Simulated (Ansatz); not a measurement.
Fields on a plane of Cs2AgBiBr6 (double-perovskite type, space group Fm-3m)

```xyz
10
Lattice="0.0000 5.7385 5.7385 5.7385 0.0000 5.7385 5.7385 5.7385 0.0000" Properties=species:S:1:pos:R:3 pbc="T T T"
Cs     2.8692     2.8692     2.8692
Cs     8.6077     8.6077     8.6077
Ag     5.7385     5.7385     5.7385
Bi     0.0000     0.0000     0.0000
Br     2.8850     5.7385     5.7385
Br     8.5920     5.7385     5.7385
Br     5.7385     2.8850     5.7385
Br     5.7385     8.5920     5.7385
Br     5.7385     5.7385     2.8850
Br     5.7385     5.7385     8.5920
```

The slice is a {110} plane (indices of the conventional cell) through the point (0.251, 0.251, 0.749) (fractional), spanned by u = [100] and v = [1 -1 -1] in vectors of this cell: u (8.12 Å) and v (11.48 Å, at 90° to u). It covers one period; positions are fractions (u, v).

Atoms on it: Br at (0.50, 0.50); Br at (0.50, 0.00); Br at (0.00, 0.00); Br at (1.00, 0.50).

Computed with PBE (plane waves to 420 eV, PAW, scalar-relativistic; Ansatz, a program for electronic structure). k mesh 5×5×5. These are valence fields of a PAW run, semicore shells included where kept as valence: close to a nucleus they are smooth pseudo fields. Cs2AgBiBr6 was relaxed with its symmetry unable to fall. Spin-orbit coupling is left out, though Bi is heavy.

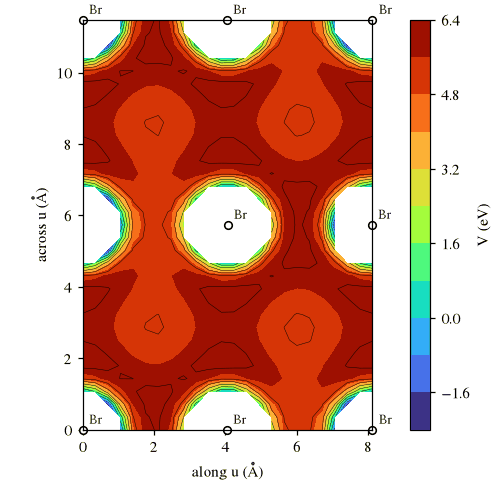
Electrostatic potential energy of an electron, from the cell's mean, in eV, one period of the plane, atoms marked. Points within 1 Å of a nucleus are left white, as the pseudised field means little there. Values under -2 eV are set to -2. The zero, the cell's mean, hangs on the PAW cores.

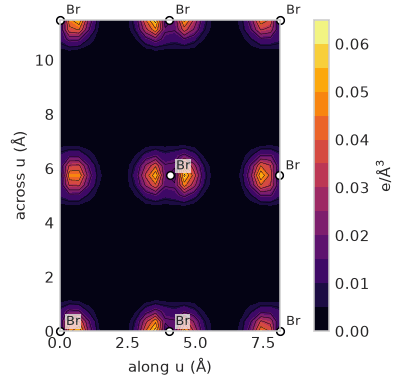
Figure: Density of the highest valence band (whole band, smooth part) in e/Å³, one period of the plane, atoms marked.
